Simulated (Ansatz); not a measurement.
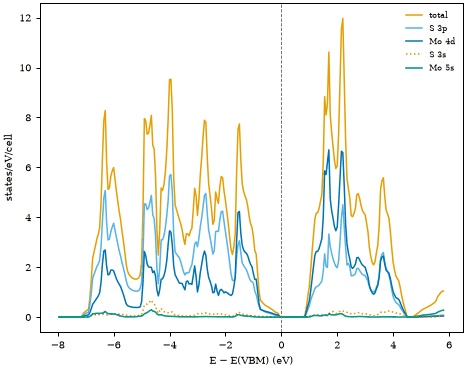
Fig. 1. Total and projected density of states of MoS2 in space group P6_3/mmc (No. 194; Mo on 2b, S on 4f), the program Ansatz at the LDA level (PAW)

Q: Which orbitals carry the states next to the gap?

A: Top 1 eV of the valence band: Mo 4d 54 %, S 3p 41 %. Bottom 1 eV of the conduction band: Mo 4d 64 %, S 3p 30 %. Projections are on Löwdin-orthogonalised atomic valence shells; empty p or d shells of many metals are not among them.

Q: Where is the tallest occupied peak in this window, and what makes it?

A: Near -3.9 eV, about 9.5 states/eV per cell; the largest projected share is S 3p.

The first step of the workflow began from a Materials Project structure, measured or hypothetical. Its sites differ from those of the usual phase in this space group: another stacking or structure type. The cell was relaxed with LDA under the symmetry of its start; whether a distortion lowers the energy is not shown. The run is not spin-polarised. A crystal of weakly bound layers computed without a dispersion correction: the cell and the soft elastic constants depend strongly on that. Spin–orbit coupling is left out wherever it is not named.

Potentials: the earlier of the program's two PAW sets. The files were generated under PBE; for other functionals the program regenerates the frozen cores, and for LDA and PBEsol the local potential too.
